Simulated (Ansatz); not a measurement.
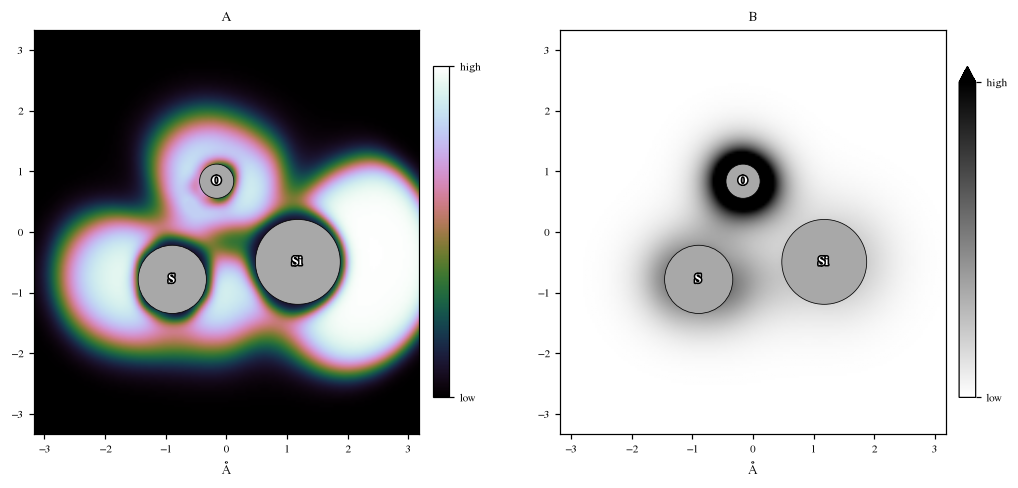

HOSSi (charge +1): 2 fields on the plane of atoms O1, Si2 and S3, with unlabelled colour scales. Grey discs cover the atomic cores.

Geometry: PBE0-D4/def2-TZVP.

Computed with RKS PBE0-D4/def2-TZVPP (Ansatz).

Question: Which field does each panel show? The fields are: electron density and electron localisation function.

Answer: Panel A: electron localisation function. Panel B: electron density. From the grid: S–O (1.78 Å): the density is about 1.1 e/Å³ at the midpoint; the ELF peaks at about 0.80 between the atoms (a polar covalent bond). Si–O (1.89 Å): ρ is about 0.7 e/Å³ halfway; the ELF peaks at about 0.85 between the atoms; a polar covalent bond.
